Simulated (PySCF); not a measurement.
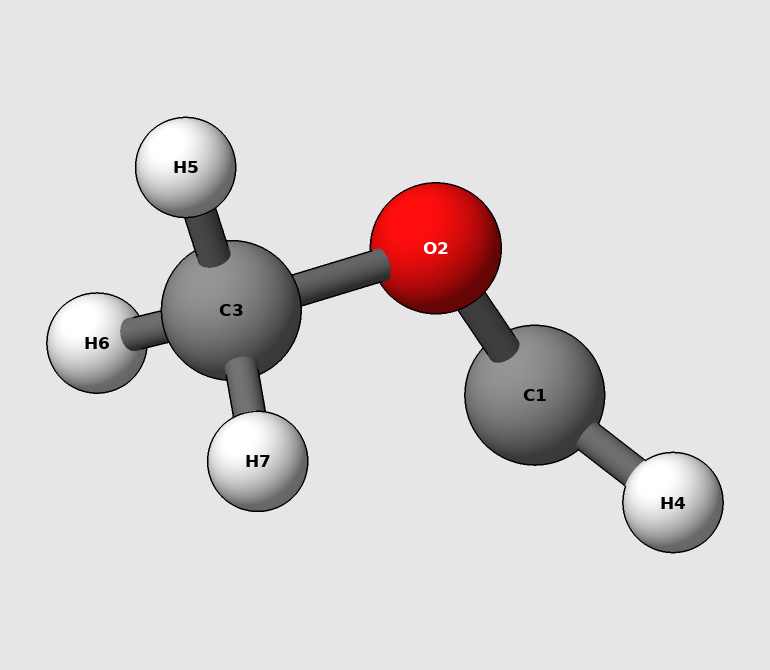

The questions are on Mulliken spin populations. Charge 0, triplet. Computed geometry: GFN2-xTB optimisation. No frequency run is at hand to confirm it as a minimum. Level of theory: UKS B3LYP, pcH-1 on C H O, non-relativistic (PySCF 2.14.0).

### Which atom carries the largest spin population?

C1 (1.73 e).

### Which atom has the lowest spin population?

H5 (0.00 e).

List the Mulliken spin populations.

```tsv
atom	value (e)
C1	1.73
O2	0.16
C3	0.03
H4	0.04
H5	0.00
H6	0.02
H7	0.01
```

Mulliken values depend strongly on the basis set. The spin state was imposed, and no run here compares it with a lower spin, which may lie lower.
